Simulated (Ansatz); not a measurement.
# SiGeCl+ (triplet): the correlation ladder, cc-pVDZ

Aim: climb from Hartree-Fock through coupled cluster and multireference methods for SiGeCl+ (triplet) at one geometry and basis, and see what each rung misses.

Computed with Ansatz 0.2.0, Gaussian basis. Level: cc-pVDZ, core rule «outside noble gas», up to 24 orbitals frozen.

Plan: UHF; CCSD(T) on ROHF; CCSD(T) on UHF; BCCD(T) on ROHF; CISD; CCSDT(Q) on ROHF; CCSDT(Q) on UHF; CASSCF and NEVPT2, 12 electrons in 11 orbitals.

31 further runs of the same task are left out: 15 that didn't finish, 16 set aside as unsound or not needed.

## (1) What is computed

The geometry is a PBE0/def2-TZVP stationary point (not a proven minimum) of the parent state, kept for this charge and spin. No spin-orbit coupling is included. The filled d shell of Ge may be among the frozen orbitals whatever the setting's name suggests; the logs give the count.

3 atoms, charge 1, spin multiplicity 3.

Atoms are counted from 1 here; the program's logs count them from 0.

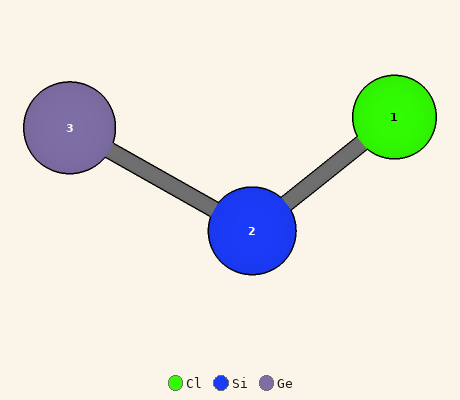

The geometry (chlorine green, silicon blue, germanium purple); atoms are numbered from 1 in the order of the file.

In the tables R marks a restricted open-shell determinant and U an unrestricted one; 'valence' is the active space of 12 electrons in 11 orbitals; energies count from the table's Hartree-Fock row.

## (2) UHF

The input, in.yaml:

```yaml
crystal:
  periodic: [false, false, false]
  atoms:
    - {symbol: Cl, position_ang: [0.000000, -0.422560, 2.298070]}
    - {symbol: Si, position_ang: [0.000000, 0.938299, 0.726778]}
    - {symbol: Ge, position_ang: [0.000000, -0.156547, -1.402607]}
basis:
  gaussian: {orbitals: cc-pVDZ}
total_charge: 1
magnetization: {spin_polarized: true, initial_magnetization: 2}
hamiltonian: {xc: hf}
output: {orbitals: {seedname: orbitals}}
```

Launch:

```sh
$ ansatz run in.yaml --threads 1 --pin off --events-out ev --progress --plain --max-ram 2393MiB
```

Output:

```text
Functional definition: HF
  name "HF"
  cite "Fock, Z. Phys. 61, 126 (1930) doi:10.1007/BF01340294"
  parent pbe
  exchange = exact_x
  correlation = 0
708 factors; integrals over basis functions are off by at most 8.7e-4 eV
mean field evaluation 1: about -76827.7268 eV, gradient 1.8e1 eV
mean field evaluation 2: about -76827.8446 eV, gradient 1.8e1 eV
mean field evaluation 4: about -76830.9862 eV, gradient 2.2e0 eV
mean field evaluation 8: about -76831.1793 eV, gradient 4.7e-1 eV
mean field evaluation 16: about -76831.1986 eV, gradient 2.6e-5 eV
mean field evaluation 32: about -76830.3049 eV, gradient 3.5e0 eV
mean field evaluation 64: about -76825.6461 eV, gradient 1.2e1 eV
mean field evaluation 96: about -76830.5673 eV, gradient 8.5e-1 eV
mean field -76831.19855556 eV, -2823.4944688600 hartree, gradient 2.5e-5 eV, S^2 2.082592; 2 other end points of the search recorded, 0 dependent functions left out
reference -76831.19855556 eV, -2823.4944688600 hartree; 32, 30 occupied and 31, 33 virtual orbitals, 708 factors
Total energy: -76831.19855556 eV, -2823.4944688600 hartree
```

Wall time 3.5 s (1 thread of Arm Neoverse V2, shared host).

From the report: ⟨S²⟩ of the determinant 2.083 (pure triplet: 2.00).

## (3) CCSD(T) on ROHF

Edit in.yaml of step 2 so:

```diff
@@ -9,4 +9,3 @@
 total_charge: 1
-magnetization: {spin_polarized: true, initial_magnetization: 2}
-hamiltonian: {xc: hf}
-output: {orbitals: {seedname: orbitals}}
+magnetization: {spin_polarized: false, initial_magnetization: 2}
+correlation: {method: ccsd_t, electrons: outside_noble_gas}
```

Launched as before.

Output (excerpt; [...] marks lines left out):

```text
Functional definition: HF
  name "HF"
  cite "Fock, Z. Phys. 61, 126 (1930) doi:10.1007/BF01340294"
  parent pbe
[...]
708 factors; integrals over basis functions are off by at most 8.7e-4 eV
[...]
mean field -76830.98673454 eV, -2823.4866845809 hartree, gradient 2.5e-6 eV, S^2 2.000000; 14 other end points of the search recorded, 0 dependent functions left out
[...]
determinant -76830.98673454 eV, -2823.4866845809 hartree, with singles and doubles -76838.90675511 eV, -2823.7777399687 hartree
determinant -76830.36789698 eV, -2823.4639427204 hartree, with singles and doubles -76838.20723575 eV, -2823.7520331062 hartree
determinant -76829.56274746 eV, -2823.4343540212 hartree, with singles and doubles -76837.78045281 eV, -2823.7363491224 hartree
determinant -76828.59104861 eV, -2823.3986447469 hartree, with singles and doubles -76836.54466591 eV, -2823.6909347918 hartree
determinant -76827.82613788 eV, -2823.3705347961 hartree, with singles and doubles -76836.06205064 eV, -2823.6731990076 hartree
determinant -76827.62247023 eV, -2823.3630501481 hartree, with singles and doubles -76835.78562614 eV, -2823.6630405944 hartree
24 core orbitals not correlated: weight in the atoms' cores, before any rotation towards them, 1.000 or more for the frozen orbitals, at most 0.000 for the correlated occupied ones
reference -76830.98673454 eV, -2823.4866845809 hartree; 8, 6 occupied and 31, 33 virtual orbitals, 708 factors
second order -6.80550281 eV of doubles, -0.08983304 eV of singles
cycle   1  -7.92111802 eV  change   -1.1e-3 eV  update   6.6e-3
[...]
cycle  10  -7.92932695 eV  change    6.0e-7 eV  update   1.3e-5
perturbative correction -0.30140999 eV, -0.0110766127 hartree
Total energy: -76839.21747147 eV, -2823.7891585844 hartree
```

Wall time 20 s (1 thread of Arm Neoverse V2, shared host).

From the report: correlation -8.2307 eV; T1 0.041; largest double amplitude 0.07.

## (4) CCSD(T) on UHF

Edit in.yaml of step 3 so:

```diff
@@ -9,3 +9,3 @@
 total_charge: 1
-magnetization: {spin_polarized: false, initial_magnetization: 2}
+magnetization: {spin_polarized: true, initial_magnetization: 2}
 correlation: {method: ccsd_t, electrons: outside_noble_gas}
```

Launched as before.

Output (excerpt; [...] marks lines left out):

```text
Functional definition: HF
  name "HF"
  cite "Fock, Z. Phys. 61, 126 (1930) doi:10.1007/BF01340294"
  parent pbe
[...]
708 factors; integrals over basis functions are off by at most 8.7e-4 eV
[...]
mean field -76831.19855556 eV, -2823.4944688600 hartree, gradient 9.7e-6 eV, S^2 2.082591; 12 other end points of the search recorded, 0 dependent functions left out
determinant -76831.19855556 eV, -2823.4944688600 hartree, with singles and doubles -76838.92082990 eV, -2823.7782572077 hartree
determinant -76830.58708860 eV, -2823.4719978638 hartree, with singles and doubles -76838.22082793 eV, -2823.7525326098 hartree
determinant -76829.79577686 eV, -2823.4429176938 hartree, with singles and doubles -76837.71161011 eV, -2823.7338192000 hartree
determinant -76828.98370962 eV, -2823.4130747730 hartree, with singles and doubles -76836.48531565 eV, -2823.6887537100 hartree
determinant -76828.10674305 eV, -2823.3808468460 hartree, with singles and doubles -76835.53142322 eV, -2823.6536988096 hartree
determinant -76828.06732623 eV, -2823.3793983045 hartree, with singles and doubles -76836.10715705 eV, -2823.6748566376 hartree
24 core orbitals not correlated: weight in the atoms' cores, before any rotation towards them, 1.000 or more for the frozen orbitals, at most 0.000 for the correlated occupied ones
reference -76831.19855556 eV, -2823.4944688600 hartree; 8, 6 occupied and 31, 33 virtual orbitals, 708 factors
second order -6.63362823 eV of doubles, -0.00000000 eV of singles
cycle   1  -7.72352286 eV  change   -1.2e-3 eV  update   3.8e-3
[...]
cycle  11  -7.72769363 eV  change   -1.3e-5 eV  update   8.7e-6
perturbative correction -0.29282573 eV, -0.0107611473 hartree
Total energy: -76839.21907492 eV, -2823.7892175101 hartree
```

Wall time 19 s (1 thread of Arm Neoverse V2, shared host).

From the report: ⟨S²⟩ of the determinant 2.083 (pure triplet: 2.00); correlation -8.0205 eV; T1 0.034; largest double amplitude 0.07.

## (5) BCCD(T) on ROHF

Edit in.yaml of step 4 so:

```diff
@@ -9,3 +9,3 @@
 total_charge: 1
-magnetization: {spin_polarized: true, initial_magnetization: 2}
-correlation: {method: ccsd_t, electrons: outside_noble_gas}
+magnetization: {spin_polarized: false, initial_magnetization: 2}
+correlation: {method: bccd_t, electrons: outside_noble_gas}
```

Launched as before.

Output (excerpt; [...] marks lines left out):

```text
Functional definition: HF
  name "HF"
  cite "Fock, Z. Phys. 61, 126 (1930) doi:10.1007/BF01340294"
  parent pbe
[...]
708 factors; integrals over basis functions are off by at most 8.7e-4 eV
[...]
mean field -76830.98673454 eV, -2823.4866845809 hartree, gradient 2.5e-6 eV, S^2 2.000000; 14 other end points of the search recorded, 0 dependent functions left out
[...]
determinant -76830.98673454 eV, -2823.4866845809 hartree, with singles and doubles -76838.90675511 eV, -2823.7777399687 hartree
determinant -76830.36789698 eV, -2823.4639427204 hartree, with singles and doubles -76838.20723575 eV, -2823.7520331062 hartree
determinant -76829.56274746 eV, -2823.4343540212 hartree, with singles and doubles -76837.78045281 eV, -2823.7363491224 hartree
determinant -76828.59104861 eV, -2823.3986447469 hartree, with singles and doubles -76836.54466591 eV, -2823.6909347918 hartree
determinant -76827.82613788 eV, -2823.3705347961 hartree, with singles and doubles -76836.06205064 eV, -2823.6731990076 hartree
determinant -76827.62247023 eV, -2823.3630501481 hartree, with singles and doubles -76835.78562614 eV, -2823.6630405944 hartree
24 core orbitals not correlated: weight in the atoms' cores, before any rotation towards them, 1.000 or more for the frozen orbitals, at most 0.000 for the correlated occupied ones
reference -76830.98673454 eV, -2823.4866845809 hartree; 8, 6 occupied and 31, 33 virtual orbitals, 708 factors
second order -6.80550281 eV of doubles, -0.08983304 eV of singles
cycle   1  -7.91315812 eV  change    6.9e-3 eV  update   1.8e-2
[...]
cycle  13  -7.90950186 eV  change    2.8e-6 eV  update   1.4e-5
perturbative correction -0.32395624 eV, -0.0119051724 hartree
Total energy: -76839.22019264 eV, -2823.7892585853 hartree
```

It took 20 s on 1 thread of Arm Neoverse V2, shared host.

From the report: correlation -8.2335 eV; largest double amplitude 0.08.

## (6) CISD

Edit in.yaml of step 5 so:

```diff
@@ -10,2 +10,2 @@
 magnetization: {spin_polarized: false, initial_magnetization: 2}
-correlation: {method: bccd_t, electrons: outside_noble_gas}
+correlation: {active_space: {ras: {orbitals: [6, 2, 31], electrons: 14, max_holes: 2, max_particles: 2}, fixed_orbitals: true}}
```

Launched as before.

Output:

```text
Functional definition: HF
  name "HF"
  cite "Fock, Z. Phys. 61, 126 (1930) doi:10.1007/BF01340294"
  parent pbe
  exchange = exact_x
  correlation = 0
708 factors; integrals over basis functions are off by at most 8.7e-4 eV
mean field evaluation 1: about -76827.6867 eV, gradient 2.4e1 eV
mean field evaluation 2: about -76827.8021 eV, gradient 2.4e1 eV
mean field evaluation 4: about -76830.8330 eV, gradient 2.3e0 eV
mean field evaluation 8: about -76830.9597 eV, gradient 4.9e-1 eV
mean field evaluation 16: about -76830.9867 eV, gradient 1.2e-3 eV
mean field evaluation 32: about -76830.9867 eV, gradient 1.9e-6 eV
mean field evaluation 64: about -76830.9800 eV, gradient 3.2e-1 eV
mean field evaluation 96: about -76830.5054 eV, gradient 8.2e-1 eV
mean field -76830.98673454 eV, -2823.4866845809 hartree, gradient 2.5e-6 eV, S^2 2.000000; 9 other end points of the search recorded, 0 dependent functions left out
reference -76830.98673454 eV, -2823.4866845809 hartree; 32, 30 occupied and 31, 33 virtual orbitals, 708 factors
state -76838.03212255 eV, -2823.7455978149 hartree
Total energy: -76838.03212255 eV, -2823.7455978149 hartree
```

Run time: 9 s. Hardware: 1 thread of Arm Neoverse V2, shared host.

From the report: 151,326 determinants.

## (7) CCSDT(Q) on ROHF

Edit in.yaml of step 6 so:

```diff
@@ -10,2 +10,2 @@
 magnetization: {spin_polarized: false, initial_magnetization: 2}
-correlation: {active_space: {ras: {orbitals: [6, 2, 31], electrons: 14, max_holes: 2, max_particles: 2}, fixed_orbitals: true}}
+correlation: {method: ccsdt_q, electrons: outside_noble_gas}
```

Launched as before.

Output (excerpt; [...] marks lines left out):

```text
Functional definition: HF
  name "HF"
  cite "Fock, Z. Phys. 61, 126 (1930) doi:10.1007/BF01340294"
  parent pbe
[...]
1238 factors; integrals over basis functions are off by at most 1.3e-7 eV
[...]
mean field -76830.98686113 eV, -2823.4866892330 hartree, gradient 3.1e-6 eV, S^2 2.000000; 14 other end points of the search recorded, 0 dependent functions left out
[...]
determinant -76830.98686113 eV, -2823.4866892330 hartree, with singles and doubles -76838.90689099 eV, -2823.7777449620 hartree
determinant -76830.36802254 eV, -2823.4639473345 hartree, with singles and doubles -76838.20737161 eV, -2823.7520380992 hartree
determinant -76829.56288395 eV, -2823.4343590369 hartree, with singles and doubles -76837.78059153 eV, -2823.7363542204 hartree
determinant -76828.59118592 eV, -2823.3986497930 hartree, with singles and doubles -76836.54481383 eV, -2823.6909402275 hartree
determinant -76827.82625767 eV, -2823.3705391983 hartree, with singles and doubles -76836.06217754 eV, -2823.6732036711 hartree
determinant -76827.62259910 eV, -2823.3630548840 hartree, with singles and doubles -76835.78578671 eV, -2823.6630464953 hartree
24 core orbitals not correlated: weight in the atoms' cores, before any rotation towards them, 1.000 or more for the frozen orbitals, at most 0.000 for the correlated occupied ones
reference -76830.98686113 eV, -2823.4866892330 hartree; 8, 6 occupied and 31, 33 virtual orbitals, 1238 factors
second order -6.80551936 eV of doubles, -0.08983310 eV of singles
cycle   1  -7.54064565 eV  change   -6.4e-1 eV  update   1.1e-1
[...]
cycle  25  -8.28390942 eV  change    1.1e-7 eV  update   1.2e-6
perturbative correction -0.02390919 eV, -0.0008786464 hartree
Total energy: -76839.29467973 eV, -2823.7919959354 hartree
```

It took 77 s on 1 thread of Arm Neoverse V2, shared host; peak memory 0.76 GiB.

From the report: correlation -8.3078 eV; T1 0.048; largest double amplitude 0.09.

## (8) CCSDT(Q) on UHF

Edit in.yaml of step 7 so:

```diff
@@ -9,3 +9,3 @@
 total_charge: 1
-magnetization: {spin_polarized: false, initial_magnetization: 2}
+magnetization: {spin_polarized: true, initial_magnetization: 2}
 correlation: {method: ccsdt_q, electrons: outside_noble_gas}
```

Same command.

Output (excerpt; [...] marks lines left out):

```text
Functional definition: HF
  name "HF"
  cite "Fock, Z. Phys. 61, 126 (1930) doi:10.1007/BF01340294"
  parent pbe
[...]
1238 factors; integrals over basis functions are off by at most 1.3e-7 eV
[...]
mean field -76831.19868436 eV, -2823.4944735934 hartree, gradient 2.7e-6 eV, S^2 2.082593; 12 other end points of the search recorded, 0 dependent functions left out
determinant -76831.19868436 eV, -2823.4944735934 hartree, with singles and doubles -76838.92096545 eV, -2823.7782621889 hartree
determinant -76830.58721413 eV, -2823.4720024770 hartree, with singles and doubles -76838.22096399 eV, -2823.7525376097 hartree
determinant -76829.79592069 eV, -2823.4429229793 hartree, with singles and doubles -76837.71175225 eV, -2823.7338244235 hartree
determinant -76828.98385226 eV, -2823.4130800148 hartree, with singles and doubles -76836.48546983 eV, -2823.6887593759 hartree
determinant -76828.10688969 eV, -2823.3808522348 hartree, with singles and doubles -76835.53157095 eV, -2823.6537042386 hartree
determinant -76828.06745156 eV, -2823.3794029103 hartree, with singles and doubles -76836.10728106 eV, -2823.6748611948 hartree
24 core orbitals not correlated: weight in the atoms' cores, before any rotation towards them, 1.000 or more for the frozen orbitals, at most 0.000 for the correlated occupied ones
reference -76831.19868436 eV, -2823.4944735934 hartree; 8, 6 occupied and 31, 33 virtual orbitals, 1238 factors
second order -6.63363942 eV of doubles, -0.00000000 eV of singles
cycle   1  -7.29764727 eV  change   -6.6e-1 eV  update   1.1e-1
[...]
cycle  28  -8.07667569 eV  change   -1.4e-6 eV  update   1.3e-6
perturbative correction -0.02744578 eV, -0.0010086136 hartree
Total energy: -76839.30280583 eV, -2823.7922945641 hartree
```

Wall time 74 s (1 thread of Arm Neoverse V2, shared host); peak memory 0.57 GiB.

From the report: ⟨S²⟩ of the determinant 2.083 (pure triplet: 2.00); correlation -8.1041 eV; T1 0.040; largest double amplitude 0.09.

## (9) CASSCF and NEVPT2, 12 electrons in 11 orbitals

Edit in.yaml of step 8 so:

```diff
@@ -9,3 +9,3 @@
 total_charge: 1
-magnetization: {spin_polarized: true, initial_magnetization: 2}
-correlation: {method: ccsdt_q, electrons: outside_noble_gas}
+magnetization: {spin_polarized: false, initial_magnetization: 2}
+correlation: {method: sc_nevpt2, electrons: outside_noble_gas, active_space: {window: {electrons: 12, orbitals: 11}, shells: [{species: Cl, l: p, shell: 3}, {species: Ge, l: s, shell: 4}, {species: Ge, l: p, shell: 4}, {species: Si, l: s, shell: 3}, {species: Si, l: p, shell: 3}]}}
```

The command is unchanged.

Output (excerpt; [...] marks lines left out):

```text
Functional definition: HF
  name "HF"
  cite "Fock, Z. Phys. 61, 126 (1930) doi:10.1007/BF01340294"
  parent pbe
[...]
1238 factors; integrals over basis functions are off by at most 1.3e-7 eV
[...]
mean field -76830.98686113 eV, -2823.4866892330 hartree, gradient 3.1e-6 eV, S^2 2.000000; 9 other end points of the search recorded, 0 dependent functions left out
reference -76830.98686113 eV, -2823.4866892330 hartree; 32, 30 occupied and 31, 33 virtual orbitals, 1238 factors
state -76833.02721512 eV, -2823.5616708594 hartree
state -76833.02721512 eV, -2823.5616708594 hartree; corrected -76838.13005486 eV, -2823.7491967611 hartree
Total energy: -76838.13005486 eV, -2823.7491967611 hartree
Checks for a lower state left out: starts, orbital_swaps
```

Wall time 26 s (1 thread of Arm Neoverse V2, shared host); peak memory 0.28 GiB.

From the report: 106,624 determinants; active occupations 1.99, 1.99, 1.98, 1.97, 1.91, 1.01, 0.98, 0.06, 0.05, 0.03, 0.03.

## (10) How many determinants matter

Natural occupations of the CASSCF valence state about the gap (report; correlated orbitals 2 to 11): 1.988, 1.978, 1.969, 1.913, 1.006, 0.983, 0.061, 0.055, 0.033, 0.025. The count of effectively unpaired electrons, Σ n²(2 − n)², is 2.07; a single determinant of this spin has 2.

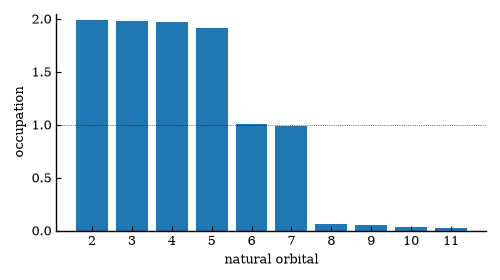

Natural occupations of the CASSCF valence state.

## (11) The ladder

The yardstick is UCCSDT(Q), where the cluster series has nearly closed. Rows without a time come out of other runs: HF, MP2 and CCSD of CCSD(T), CCSDT of CCSDT(Q), CASSCF and MRCISD of the multireference runs.

Differences are taken before rounding.

```tsv
method	energy from the lowest RHF (meV)	from UCCSDT(Q) (meV)	time
RHF	0.0	+8316.1	
UHF	-211.8	+8104.3	
RMP2	-6895.3	+1420.7	
UMP2	-6845.4	+1470.6	
CISD	-7045.4	+1270.7	9 s
RCCSD	-7929.3	+386.7	
UCCSD	-7939.5	+376.6	
RCCSD(T)	-8230.7	+85.3	20 s
UCCSD(T)	-8232.3	+83.7	19 s
BCCD(T)	-8233.5	+82.6	20 s
RCCSDT	-8284.0	+32.0	
UCCSDT	-8288.6	+27.4	
RCCSDT(Q)	-8307.9	+8.1	77 s
UCCSDT(Q)	-8316.1	0	74 s
CASSCF valence	-2040.5	+6275.6	
NEVPT2 valence	-7143.3	+1172.8	26 s
```

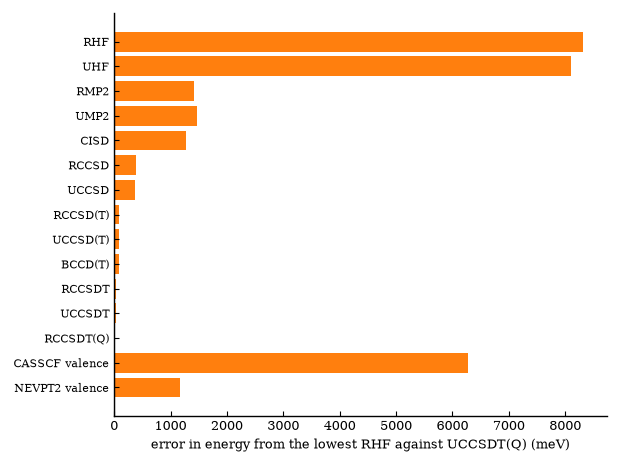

Deviations from UCCSDT(Q), method by method.

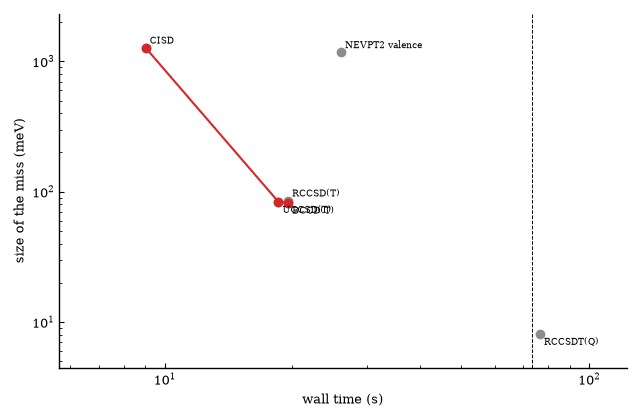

Miss against cost. Red marks the levels that no quicker level drawn beats (of those quicker than the yardstick), and the dashed line is the time of UCCSDT(Q). Times are from a shared host.

## (12) Summary of results

| quantity | value |
| --- | --- |
| UCCSDT(Q) below the RHF energy | -8.3161 eV |
| RMP2 from UCCSDT(Q) | +1420.7 meV |
| UMP2 from UCCSDT(Q) | +1470.6 meV |
| RCCSD from UCCSDT(Q) | +386.7 meV |
| RCCSD(T) from UCCSDT(Q) | +85.3 meV |
| UCCSD(T) from UCCSDT(Q) | +83.7 meV |
| RCCSDT(Q) from UCCSDT(Q) | +8.1 meV |
| NEVPT2 valence from UCCSDT(Q) | +1172.8 meV |
| levels within 1 kcal/mol (43 meV) | RCCSDT, UCCSDT, RCCSDT(Q) |
| T1 diagnostic | 0.041 |
| effectively unpaired electrons | 2.07 |

In words: RCCSD(T) lands +85.3 meV from the yardstick (1.0 % of the correlation energy). The occupations are near whole numbers, but T1 = 0.041 shows that the orbitals relax strongly. These misses are within one basis, not against nature; the frozen cores of restricted and unrestricted runs differ, which can shift their rows.

BCCD(T) reaches 82.6 meV from the reference in 20 s, where UCCSDT(Q) took 74 s; the quickest level in the cost chart, CISD, takes 9 s and misses by 1270.7 meV.
